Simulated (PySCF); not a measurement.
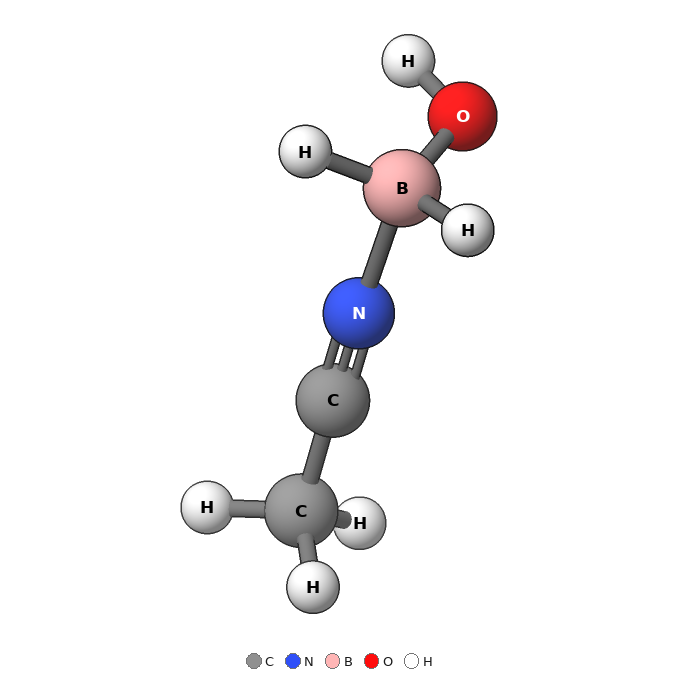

Double and triple bonds are drawn as two and three sticks.

The computed structure is the end point of a PBE0-D3(BJ)/def2-SVP optimisation. No frequency run is at hand to confirm it as a minimum.

Question: Count the atoms of each element.

Answer: C2H6BNO, 11 atoms: 2 carbon, 6 hydrogen, 1 boron, 1 nitrogen and 1 oxygen.

Question: Which point group does it belong to?

Answer: C1.

More results for the same structure follow; atom numbers are the same in all pictures, views and colours differ.

**NMR shielding**

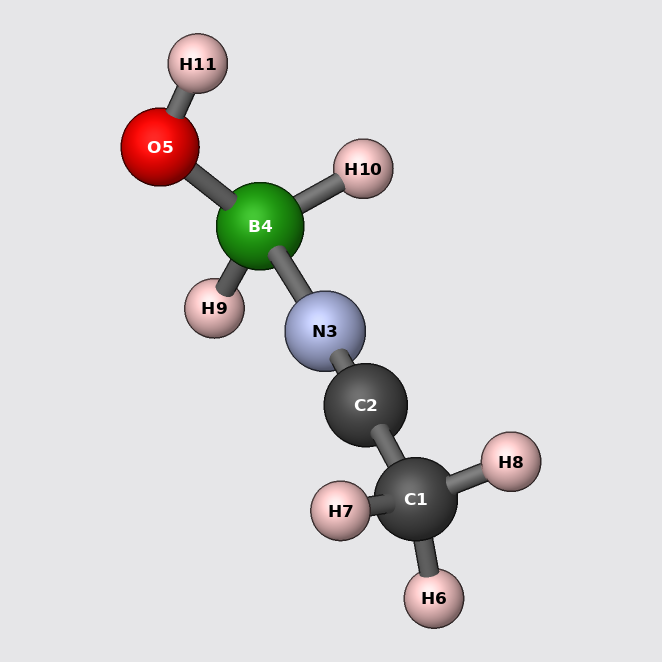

No frequency run is at hand to confirm it as a minimum. Level of theory: GIAO PBE0/pcSseg-2 NMR shielding, non-relativistic, gas phase (PySCF 2.14.0). Principal shieldings σ11 ≤ σ22 ≤ σ33, span Ω = σ33 − σ11, skew κ = 3(σiso − σ22)/Ω.

Give the shielding tensors of the O atoms.

| atom | σ11 | σ22 | σ33 | σiso | Ω | κ |
| --- | --- | --- | --- | --- | --- | --- |
| O5 | 272.2 | 285.9 | 338.5 | 298.9 | 66.3 | 0.59 |

Shieldings and span in ppm.

**Charges**

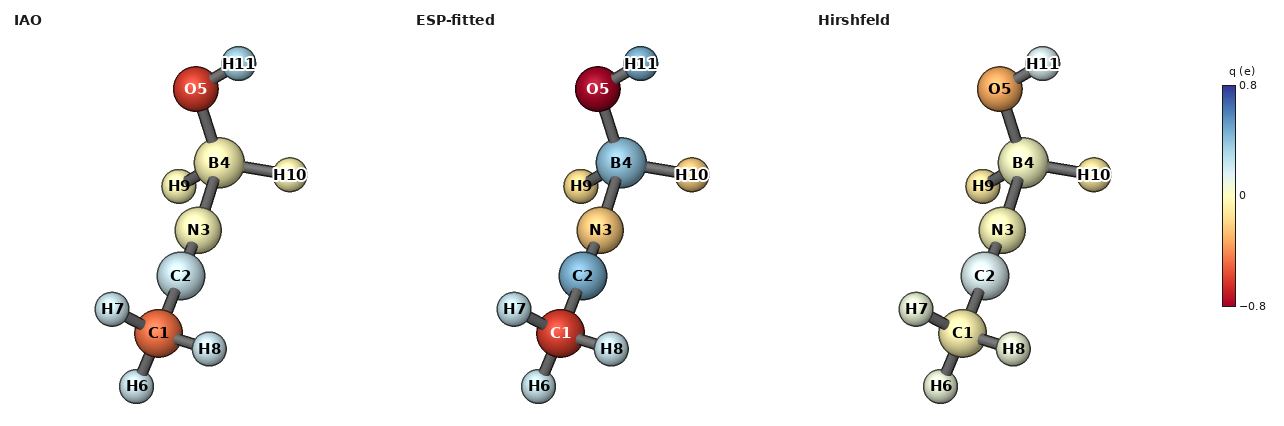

Atomic charges of one calculation by 3 schemes, on one colour scale. No frequency run is at hand to confirm it as a minimum. Method: PBE0/6-31G (PySCF 2.14.0).

Question: Which scheme gives the most polar picture (largest mean size of the charges)?

Answer: The ESP-fitted charges are the largest in size here, and the Hirshfeld charges the smallest.

Question: On which atom do the schemes disagree most?

Answer: On C1 (from −0.59 to −0.04 e).

List the charges (e), one line for each set of equivalent atoms.

| atom | IAO | ESP-fitted | Hirshfeld |
| --- | --- | --- | --- |
| C1 | −0.47 | −0.59 | −0.04 |
| C2 | 0.21 | 0.45 | 0.15 |
| N3 | −0.01 | −0.22 | −0.01 |
| B4 | −0.03 | 0.40 | 0.02 |
| O5 | −0.60 | −0.78 | −0.32 |
| H6 | 0.21 | 0.22 | 0.08 |
| H7 | 0.21 | 0.23 | 0.08 |
| H8 | 0.20 | 0.21 | 0.08 |
| H9 | −0.02 | −0.16 | −0.10 |
| H10 | −0.04 | −0.21 | −0.11 |
| H11 | 0.33 | 0.45 | 0.15 |

**Bond orders**

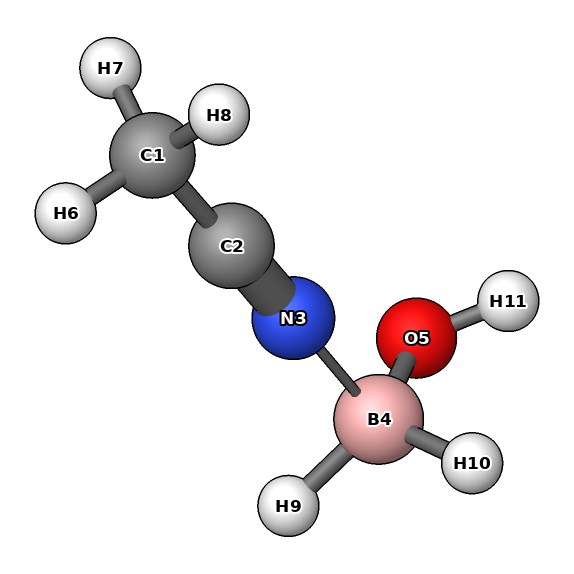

The thickness of each stick grows with its Mayer bond order. No frequency run is at hand to confirm it as a minimum. Level of theory: PBE0/6-31G (PySCF 2.14.0).

Question: Which bond has the highest Mayer bond order?

Answer: C2–N3, 2.72, at a length of 1.150 Å.

Question: Which bond has the lowest Mayer bond order?

Answer: N3–B4, 0.37, at 1.655 Å.

List the Mayer bond orders of C1–C2, C1–H6, C1–H7, C1–H8, C2–N3, N3–B4, B4–O5, B4–H9, B4–H10, O5–H11.

```json
{"bond": "C1–C2", "Mayer order": "0.96", "length (Å)": "1.447"}
{"bond": "C1–H6", "Mayer order": "0.91", "length (Å)": "1.100"}
{"bond": "C1–H7", "Mayer order": "0.91", "length (Å)": "1.100"}
{"bond": "C1–H8", "Mayer order": "0.91", "length (Å)": "1.099"}
{"bond": "C2–N3", "Mayer order": "2.72", "length (Å)": "1.150"}
{"bond": "N3–B4", "Mayer order": "0.37", "length (Å)": "1.655"}
{"bond": "B4–O5", "Mayer order": "0.99", "length (Å)": "1.416"}
{"bond": "B4–H9", "Mayer order": "0.93", "length (Å)": "1.227"}
{"bond": "B4–H10", "Mayer order": "0.93", "length (Å)": "1.233"}
{"bond": "O5–H11", "Mayer order": "0.81", "length (Å)": "0.959"}
```

**Electronic properties**

No frequency run is at hand to confirm it as a minimum. Method: PBE0/pcSseg-2, gas phase (PySCF 2.14.0).

Question: What is the dipole moment?

Answer: 7.62 D.

Question: Estimate the HOMO energy (Kohn–Sham orbital).

Answer: −7.12 eV.

Question: Give the LUMO energy (Kohn–Sham orbital) at this level.

Answer: −0.53 eV.
